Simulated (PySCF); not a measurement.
SMILES CB(C)C[Si](F)(F)F (C3H8BF3Si), GFN2-xTB optimised geometry. Atoms within 1.6 Å of the plane z = 0.0 Å (x, y, z in Å): Si1 (1.28, 0.77, 0.00), F2 (0.91, 0.30, -1.47), F3 (2.87, 0.77, 0.00), F4 (0.91, 2.32, 0.00), C5 (0.48, -0.22, 1.37), B6 (-1.09, -0.23, 1.17), C8 (-1.75, -1.35, 0.29), H10 (0.90, -1.23, 1.35), H12 (-2.87, 1.12, 1.29), H14 (-2.81, -1.49, 0.49), H15 (-1.67, -1.05, -0.75), H16 (-1.26, -2.32, 0.37).

Method: B3LYP/def2-TZVP run with PySCF. Cells within 0.4 Å of a nucleus heavier than hydrogen are left out (blank, or x).

Map of the electron localisation function on the plane z = 0.0 Å:

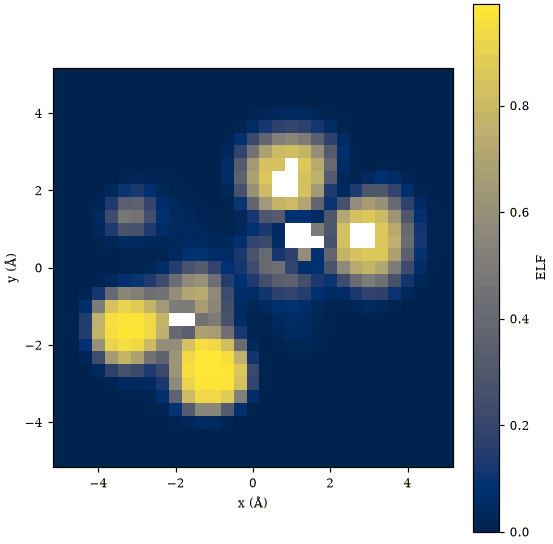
Fig. 1. Electron localisation function on the plane z = 0.0 Å.
